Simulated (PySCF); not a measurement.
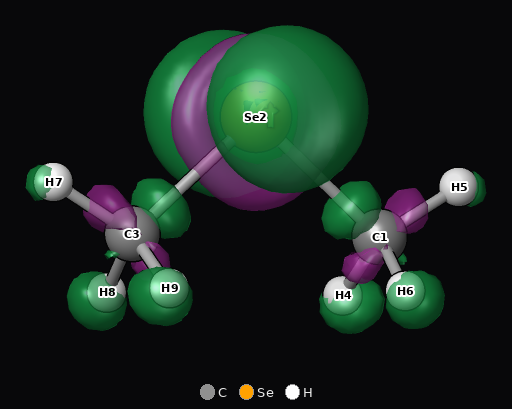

Figure 1: C2H6Se, SMILES `C[Se]C`. Fukui function f⁻ = ρ(N) − ρ(N−1) at fixed geometry, surfaces at ±0.04 e/Å³ (green positive, purple negative).

Level of theory: B3LYP/def2-SVPD (PySCF), at a geometry from GFN2-xTB. No frequency check shows the geometry to be a minimum. GFN2-xTB bond lengths at metals and heavier atoms can be off by up to 0.1 Å and shapes distorted, which carries into these values.

Input script:

```python
import numpy as np
from pyscf import gto, scf, dft
from pyscf.scf import atom_ks, atom_hf
from scipy.linalg import block_diag

def solve(mol, dm0=None, hcore=None):
    mf = (dft.UKS if mol.spin else dft.RKS)(mol, xc='b3lyp')
    mf.grids.level = 3
    mf = mf.density_fit(auxbasis='def2-universal-jkfit')
    mf.conv_tol, mf.max_cycle = 1e-8, 80
    if hcore is not None:
        mf.get_hcore = lambda *args: hcore
    mf.kernel(dm0)
    if not mf.converged:
        mf = mf.newton().run(mf.mo_coeff, mf.mo_occ, max_cycle=30)
    assert mf.converged, 'SCF not converged'
    return mf

mol = gto.M(atom='''
C      1.46098     0.82107     0.00043
Se    -0.00001    -0.47441     0.00000
C     -1.46097     0.82109    -0.00043
H      1.39334     1.43658     0.89440
H      2.39412     0.26528    -0.00186
H      1.39392     1.43653    -0.89358
H     -2.39411     0.26531     0.00186
H     -1.39381     1.43664     0.89357
H     -1.39332     1.43659    -0.89441
''', basis='def2-svpd', charge=0, spin=0, verbose=4)
mf = solve(mol)
out = dict(e0=mf.e_tot, dm0=mf.make_rdm1(), c=mf.mo_coeff, occ=mf.mo_occ, eps=mf.mo_energy)
for name, dq, spin in [('cation', 1, 1)]:
    ion = mol.copy().set(charge=mol.charge + dq, spin=spin).build()
    mi = solve(ion)
    if spin and dq > 0 and mol.nao < 130:
        c, _, stable, _ = mi.stability(return_status=True)
        if not stable:
            mi = solve(ion, mi.make_rdm1(c, mi.mo_occ))
    print(name, 'vertical energy change / eV', (mi.e_tot - mf.e_tot) * 27.211386)
    out.update({'e_' + name: mi.e_tot, 'dm_' + name: mi.make_rdm1(), 's2_' + name: mi.spin_square()[0], 'eps_' + name: mi.mo_energy, 'occ_' + name: mi.mo_occ})
# spherically averaged free atoms, for the promolecule
atm = atom_ks.get_atm_nrks(mol, xc='b3lyp')
pro = block_diag(*[(atm[a[0]][2] * atm[a[0]][3]) @ atm[a[0]][2].T for a in mol._atom])
np.savez('result.npz', pro=pro, **out)
```

Launched as:

```sh
OMP_NUM_THREADS=1 python input.py
```

The run took 2.4 min on 1 thread of Intel(R) Xeon(R) Platinum 8488C (Sapphire Rapids) (shared host), peak memory 0.65 GiB.

Partitions, critical points and surface values were worked out afterwards from this run's density.

Question: Which atoms respond most to the removal of an electron?

Answer: f⁻ (Hirshfeld-condensed) is largest on Se2 (0.58); the vertical ionisation energy is 8.34 eV. Condensed values hint at sites of electrophilic attack but needn't mark the atom that reacts. Orbital relaxation makes it negative in places (0.18 e in all).

```
atom     f⁻  charge
  C1  +0.06   −0.12
 Se2  +0.58    0.00
  C3  +0.06   −0.12
  H4  +0.05   +0.04
  H5  +0.04   +0.05
  H6  +0.05   +0.04
  H7  +0.04   +0.05
  H8  +0.05   +0.04
  H9  +0.05   +0.04
```
